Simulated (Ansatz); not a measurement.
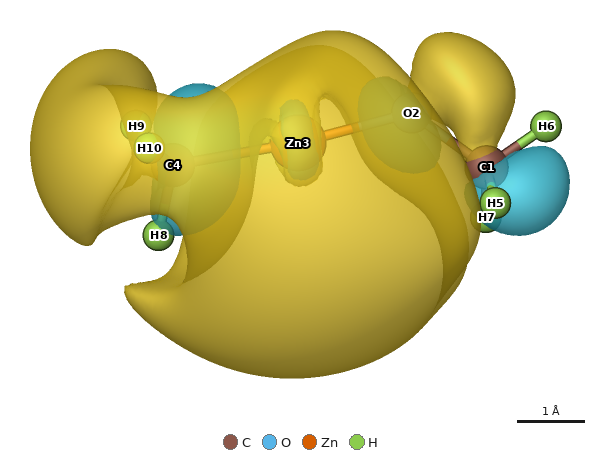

Figure. C$_{2}$H$_{6}$OZn. One frontier orbital at ±0.05 Å⁻³ᐟ² (yellow and cyan are the two phases), seen across its widest extent.

Geometry: PBE0-D4/def2-TZVP.

Computed with Ansatz, RKS PBE0-D4/def2-TZVPP.

```xyz
10

C    -0.4813    1.8811   -1.2363
O     0.0581    1.4100   -0.0391
Zn    0.2336   -0.2656    0.5227
C     0.4862   -2.0196    1.2612
H     0.0808    1.5435   -2.1192
H    -0.4537    2.9774   -1.2357
H    -1.5303    1.5839   -1.3802
H    -0.1319   -2.7496    0.7347
H     0.2085   -2.0337    2.3171
H     1.5300   -2.3274    1.1748
```

Q: Which orbital is it: HOMO or LUMO?

A: The LUMO, at −0.25 eV. By Hirshfeld shares it lies mainly on Zn3 (about 55 %), C4 (about 15 %) and O2 (about 5 %).
